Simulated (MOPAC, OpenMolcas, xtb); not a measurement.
# How methods differ on CH3BF2 (borane,difluoromethyl)

CH3BF2: 7 atoms, total charge 0, spin state singlet. As SMILES, `CB(F)F`. The coordinates come from a GFN2-xTB relaxation.

```xyz
7

C    -0.1105    0.7009   -0.0446
B     0.1429   -0.8446    0.0708
F     0.6691   -1.4207    1.1330
F    -0.1543   -1.6921   -0.8945
H     0.2287    1.2398    0.8339
H     0.3948    1.1116   -0.9162
H    -1.1706    0.9052   -0.1823
```

Each level gives the dipole moment (D). The values are calculated.

| level | kind | program | value (D) |
| --- | --- | --- | --- |
| AM1 | semi-empirical | MOPAC | 1.63 |
| GFN2-xTB | semi-empirical | xtb | 2.20 |
| PM3 | semi-empirical | MOPAC | 1.76 |
| GFN0-xTB | semi-empirical | xtb | 1.80 |
| HF/STO-3G | Hartree–Fock | OpenMolcas | 0.83 |
| HF/3-21G | Hartree–Fock | OpenMolcas | 2.04 |
| HF/ANO-S-VDZ (RICD fitting) | Hartree–Fock | OpenMolcas | 2.66 |
| HF/Ahlrichs_VDZ | Hartree–Fock | OpenMolcas | 2.45 |
| HF/def2-SVP | Hartree–Fock | OpenMolcas | 1.91 |
| HF/6-31+G* (spherical functions) | Hartree–Fock | OpenMolcas | 1.93 |

The values span 0.83 to 2.66 D. Magnitudes only: a small dipole may point the other way at some levels. Sets without polarisation functions give poor dipoles.

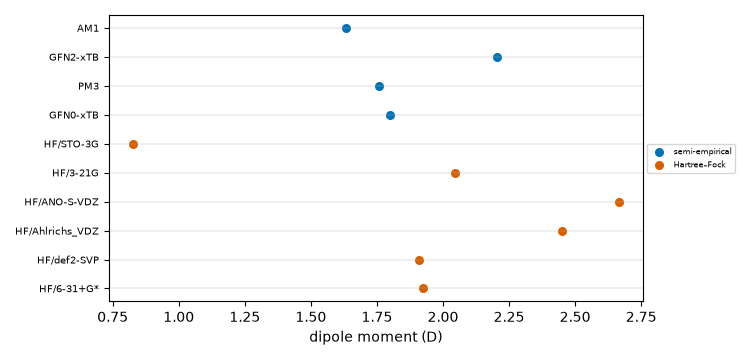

The values of the table, level by level.
